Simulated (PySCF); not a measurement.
**Si₂ (charge −1, doublet): density, localisation and related maps**

```xyz
2

Si    0.0000    0.0000   -1.0950
Si    0.0000    0.0000    1.0950
```

Theory: PBE0/aug-cc-pVDZ(-PP), non-relativistic Hamiltonian with scalar-relativistic core potentials where named, at a bond length of 2.190 Å in PySCF 2.14.0.

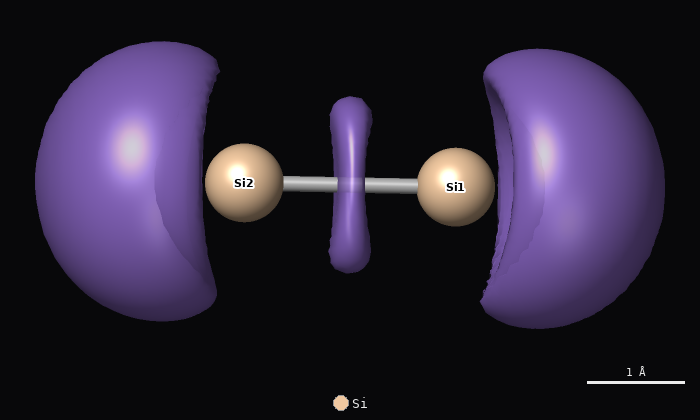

Figure 1. Isosurface of the electron localisation function at 0.85 (purple), seen from one side. Core shells and regions of very low density are left out.

What do the ELF domains correspond to?

Answer. The ELF exceeds this value in one region between bonded Si–Si atoms (shared pairs) and two lobes on Si, pointing away from the bonds (non-bonding electrons).


Si–Si (2.19 Å): the ELF peaks at about 0.90 between the atoms, as expected for a shared electron pair.

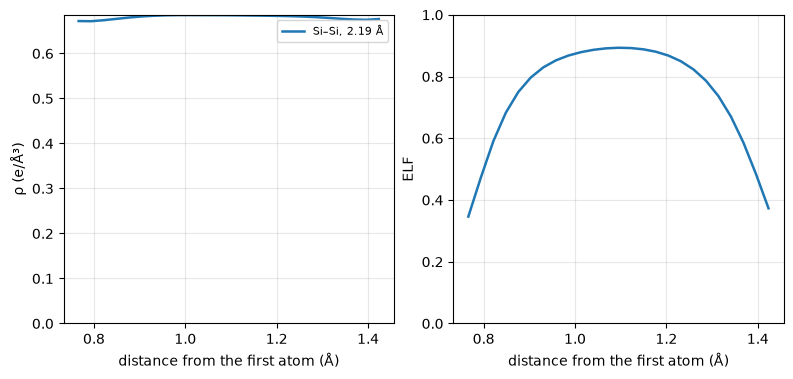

Figure 2. Electron density and electron localisation function along straight lines between neighbouring atoms. The curves leave out the atomic cores.

What can be read from the curves?

Answer. Si–Si (2.19 Å): the density is about 0.68 e/Å³ at the midpoint; the ELF peaks at about 0.90 between the atoms: a covalent bond.
